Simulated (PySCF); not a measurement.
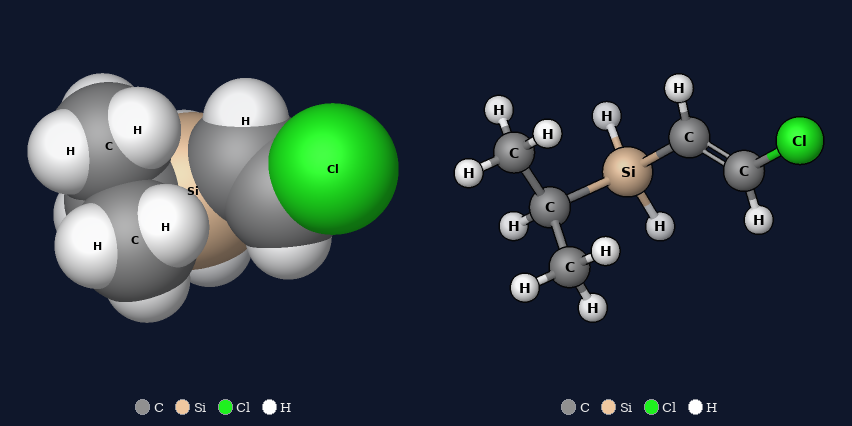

Two views of one molecule.

The computed structure is the end point of a GFN2-xTB optimisation. No frequency run is at hand to confirm it as a minimum.

Describe the molecule.

It has 18 atoms: 5 carbon, 11 hydrogen, 1 chlorine and 1 silicon (C₅H₁₁ClSi). SMILES: `CC(C)[SiH2]/C=C/Cl`. It has no ring. Among its groups: alkene, C–Cl bond, Si–H bond. The point group is C1. Coordination: 3 C tetrahedral; 1 Si tetrahedral; 2 C trigonal planar.

More results for the same structure follow; atom numbers are the same in all pictures, views and colours differ.

**Geometry**

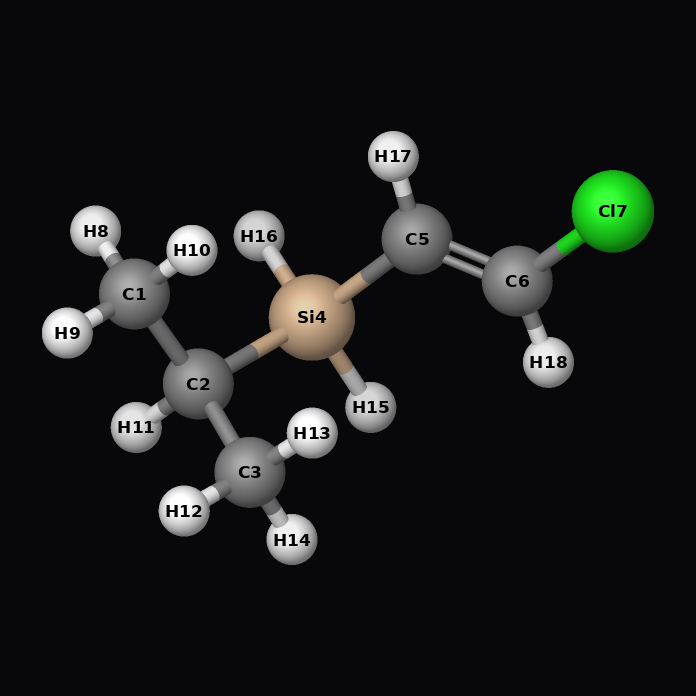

Atoms carry their numbers in the input. No frequency run is at hand to confirm it as a minimum.

Give the bond lengths. Leave out bonds to hydrogen.

```tsv
bond	length (Å)	order
C1–C2	1.528	single
C2–C3	1.528	single
C2–Si4	1.916	single
Si4–C5	1.885	single
C5–C6	1.320	double
C6–Cl7	1.729	single
```

**NMR shielding**

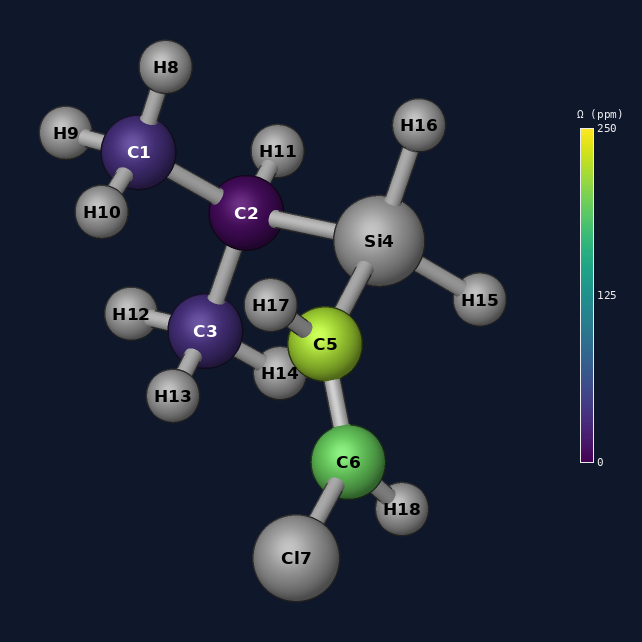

The C atoms are coloured by the span of their shielding tensor. No frequency run is at hand to confirm it as a minimum. Method: GIAO PBE0/pcSseg-1 NMR shielding, non-relativistic, gas phase (PySCF 2.14.0). Principal shieldings σ11 ≤ σ22 ≤ σ33, span Ω = σ33 − σ11, skew κ = 3(σiso − σ22)/Ω.

Which C atom has the most anisotropic shielding?

C5, with a span of 217 ppm.

Give the shielding tensors of the C atoms.

```json
{"atom": "C1", "σ11": "151.9", "σ22": "160.0", "σ33": "187.1", "σiso": "166.3", "Ω": "35.1", "κ": "0.54"}
{"atom": "C2", "σ11": "166.1", "σ22": "169.6", "σ33": "173.8", "σiso": "169.8", "Ω": "7.7", "κ": "0.09"}
{"atom": "C3", "σ11": "151.7", "σ22": "161.7", "σ33": "186.7", "σiso": "166.7", "Ω": "35.0", "κ": "0.43"}
{"atom": "C5", "σ11": "−51.8", "σ22": "54.5", "σ33": "165.5", "σiso": "56.1", "Ω": "217.3", "κ": "0.02"}
{"atom": "C6", "σ11": "−72.7", "σ22": "73.8", "σ33": "118.8", "σiso": "39.9", "Ω": "191.5", "κ": "−0.53"}
```

Shieldings and span in ppm.

**Electronic properties**

No frequency run is at hand to confirm it as a minimum. Properties computed with PBE0/def2-SVPD, gas phase (PySCF 2.14.0). Excitations: vertical, linear response.

Estimate the HOMO–LUMO gap.

6.78 eV.

Give the lowest vertical singlet excitation at this level.

6.09 eV.

Give the HOMO energy (Kohn–Sham orbital) at this level.

−7.51 eV.

Estimate the dipole moment.

1.67 D.

**Polarisability**

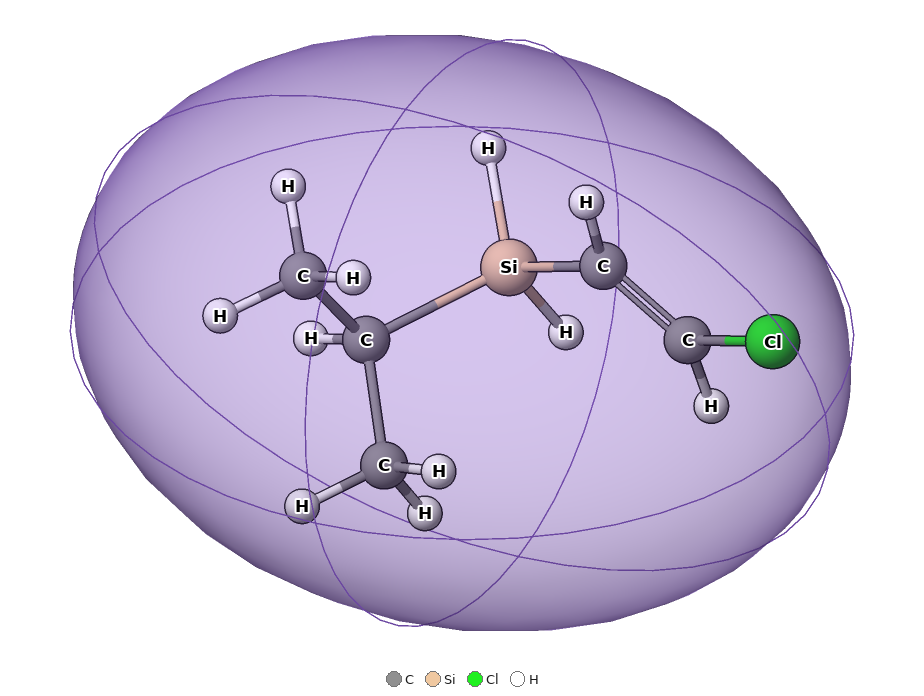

The ellipsoid shows the static dipole polarisability: its half-axes are proportional to the principal values. No frequency run is at hand to confirm it as a minimum. Level of theory: PBE0/def2-SVPD (PySCF 2.14.0).

Give the principal values, the mean and the anisotropy.

Principal values 90.5, 92.1, 129.8 bohr³; mean 104.1 bohr³ (15.43 Å³); anisotropy 38.5 bohr³, so the longest axis is 1.43 times the shortest.

**Charges**

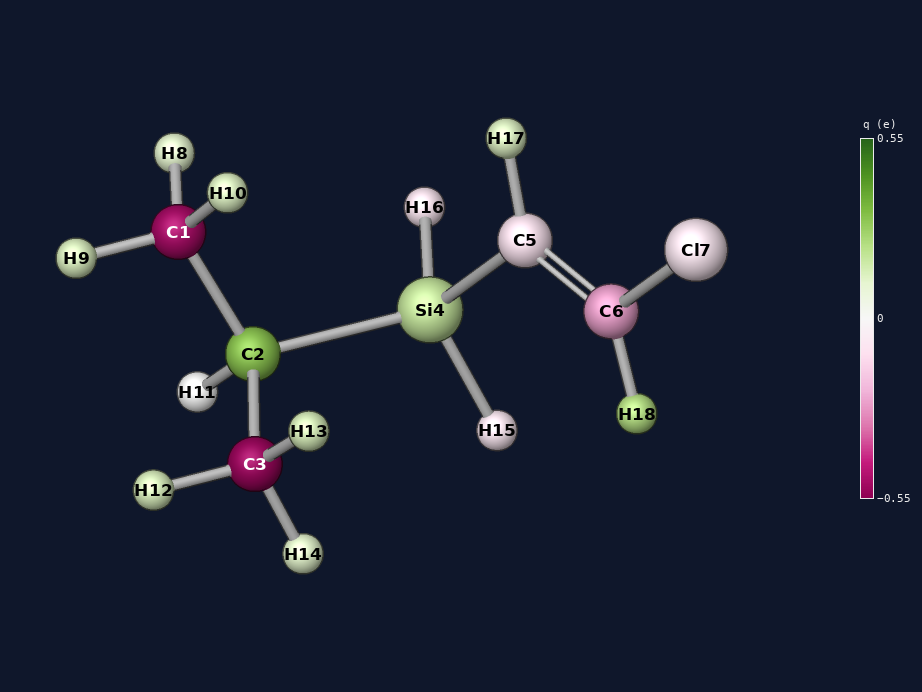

Atoms are coloured by their ESP-fitted charges. No frequency run is at hand to confirm it as a minimum. Method: PBE0/pcSseg-1, gas phase (PySCF 2.14.0).

Which atom carries the highest charge (most positive or least negative)?

C2 (0.30 e).

And the lowest?

C3 (−0.52 e).

List the ESP-fitted charges.

```
atom  value (e)
  C1      −0.50
  C2       0.30
  C3      −0.52
 Si4       0.18
  C5      −0.09
  C6      −0.26
 Cl7      −0.07
  H8       0.11
  H9       0.13
 H10       0.13
 H11       0.00
 H12       0.14
 H13       0.14
 H14       0.11
 H15      −0.07
 H16      −0.08
 H17       0.13
 H18       0.22
```

The geometry is semi-empirical. Around Si such bond lengths and angles can be off by a tenth of an ångström or more and by several degrees, and values that hang on the shape move with them.
